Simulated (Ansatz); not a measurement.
Starting cell, CsPbCl₃ (cubic perovskite):

```
CsPbCl3
1.0
   11.47121     0.00000     0.00000
    5.73560     5.73560     0.00000
    0.00000     0.00000     5.73560
Cs Pb Cl
2 2 6
Direct
  0.00000   0.00000   0.00000
  0.50000   0.00000   0.00000
  0.00000   0.50000   0.50000
  0.50000   0.50000   0.50000
  0.75000   0.50000   0.50000
  0.25000   0.50000   0.50000
  0.00000   0.50000   0.00000
  0.50000   0.50000   0.00000
  0.25000   0.00000   0.50000
  0.75000   0.00000   0.50000
```

The atoms are displaced by Q × the pattern below (from a DFPT mode at M = (0.5, 0.5, 0.0), largest move 1; Q in Å), at fixed cell. (q is in reciprocal vectors of the primitive cell; the cell shown is doubled to hold the pattern.)

```
atom      x      y       z
----  -----  -----  ------
Pb3   0.000  0.000   1.000
Pb4   0.000  0.000  -1.000
Cl7   0.000  0.000   0.831
Cl8   0.000  0.000  -0.831
```

Atoms not listed stay in place.

All values below come from PBE (plane waves to 420 eV, PAW, scalar-relativistic; Ansatz, a first-principles code). k mesh 6×6×6 (Γ-centred), Fermi-Dirac smearing 0.05 eV. E stands for the smeared free energy. CsPbCl3 was relaxed with its symmetry unable to fall. Spin-orbit coupling is left out, though Pb is heavy. This is a high-temperature form of CsPbCl3. ΔE is measured from the undisplaced structure.

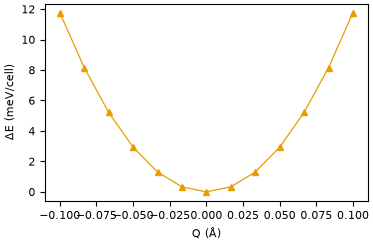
ΔE (meV/cell) against Q (Å); computed points joined by lines.

What is the energy change at Q = 0.100 Å?

About 12 meV/cell.

What harmonic wavenumber does the curvature at Q = 0 give?

About 37 cm⁻¹.

(A displaced cell: forces are minus the slopes of the energy, force constants its curvatures, and phonons follow from these.)
